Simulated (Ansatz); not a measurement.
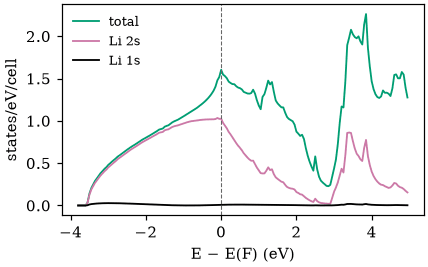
Fig. 1. Total and projected density of states of Li (9R (Sm type), space group No. 166), PBEsol in the plane-wave PAW code Ansatz

Which orbitals carry the states next to the Fermi level?

Within 0.5 eV of the Fermi level: Li 2s 66 %, outside the projected shells 33 %. Projections are on Löwdin-orthogonalised atomic valence shells; empty p or d shells of many metals are not among them.

Space group R-3m (9R (Sm type)). The first step of the workflow began from a Materials Project structure, measured or hypothetical; the Crystallography Open Database files this formula in space group No. 166, but the cells were not matched. It is not the phase usual at ambient conditions (space group No. 229). The PBEsol relaxation kept the symmetry of its start; of distortions, only those at the zone centre were tested.

Potentials: the later of the program's two PAW sets.
